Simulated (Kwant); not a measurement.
Model system: wire with an antidot in a InSb two-dimensional gas. Effective mass 0.014 mₑ, grid spacing 7.5 nm, hard walls, nominal width 150 nm (19 grid rows, so walls 150 nm apart), one parabolic valley, scattering region 450 nm long along x; energies count from the band bottom; Fermi energy 0.0185 eV. Hard-wall hole of radius 26 nm, 15 nm off the axis. Perpendicular field swept from 0 to 0.92 T, also in the leads; orbital effect alone.

Constants are typed, rounded textbook-type inputs, not results; the design itself was drawn at random and stands for no fabricated device.

Kwant, effective-mass tight-binding model on a square grid, one spin, coherent transport at 0 K. Conductance is in e²/h.

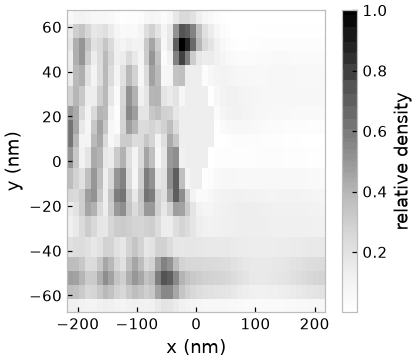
*Density of the scattering states that come in from the left lead, at field = 0.46667 T, in bins, relative to the largest site value*

The conductance there is 1.44 e²/h with 3 open channel(s) in the leads.
